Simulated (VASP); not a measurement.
Band structure of Se (trig). All values below come from PBE0 hybrid, VASP's PBE PAW potentials (set 64) (plane waves; VASP 6.6.1).

Without a dispersion term in the relaxation, distances and binding between the weakly bound layers, chains or molecules are unreliable, and so is what depends on them.

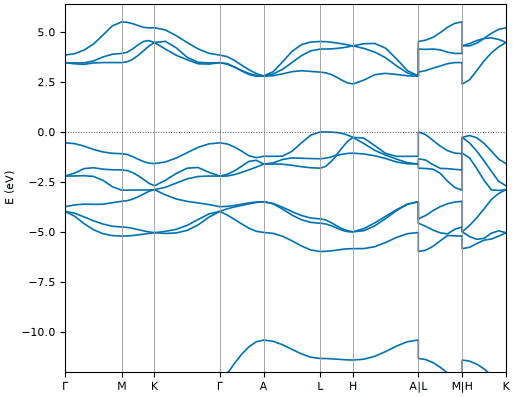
Bands along high-symmetry lines, zero at the valence-band maximum or, without a gap, the Fermi level

### Question
Read the plot: is there a gap, and where are the band edges?

### Answer
The gap is indirect, 2.40 eV, from the valence maximum at L to the conduction minimum at H.

The compound is Se in the trig structure. It was relaxed first, which changed the volume by +9 %. The cell's shape comes from a PBE relaxation.
